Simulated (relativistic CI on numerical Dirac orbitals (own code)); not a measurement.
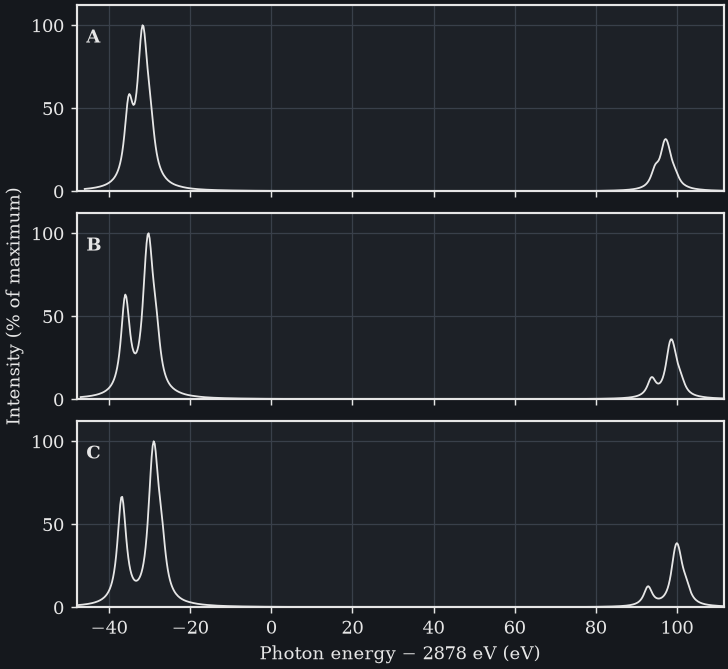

L₂,₃ X-ray absorption of Ru⁴⁺ (ruthenium, Z = 44), [Kr] 4d⁴, in 3 environments. Multiplet model: relativistic Dirac–Coulomb–Breit theory, one configuration a step, Slater integrals scaled by 0.8, 10 K, Voigt broadening (Lorentzian 2.4 eV, Gaussian 0.5 eV full widths), computed with a radial Dirac CI code.

(1) a field of Oh symmetry with 10Dq = 52,800 cm⁻¹
(2) a field of Oh symmetry with 10Dq = 71,050 cm⁻¹
(3) a field of Oh symmetry with 10Dq = 34,600 cm⁻¹

> Match the spectra to the environments.

A is (3), maxima at 2843.0 eV (59), 2846.3 eV (100) and 2975.2 eV (31); B is (1), maxima at 2842.0 eV (63), 2847.7 eV (100), 2971.9 eV (13) and 2976.6 eV (36); C is (2), maxima at 2841.1 eV (67), 2849.0 eV (100), 2970.9 eV (13) and 2978.0 eV (39) (heights in % of each maximum). The ground-state spin is S = 1.00 in all.

Known limits: free-ion energies, so absolute edge positions are off by a few eV from solids.
